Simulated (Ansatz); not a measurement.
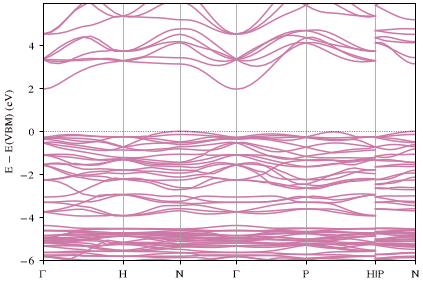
Figure. Band structure from DFT-LDA in the program Ansatz with PAW potentials

Task: Read off the gap and where the band edges lie.

Result: About 2.0 eV (1.96 eV by a search for the band edges); maximum at N, minimum at Γ.

The material is Hg₃S₂F₂ in space group I2_13 (No. 199; Hg on 12b, S on 8a, F on 8a).

The first step of the workflow began from a Materials Project structure, measured or hypothetical; the Crystallography Open Database files this formula in space group No. 199, but the cells were not matched. Its standing as an ambient phase is unchecked. The cell was relaxed with LDA under the symmetry of its start; its stability against distortions is not shown here. Spin–orbit coupling is left out wherever it is not named.

Potentials: the later of the program's two PAW sets.
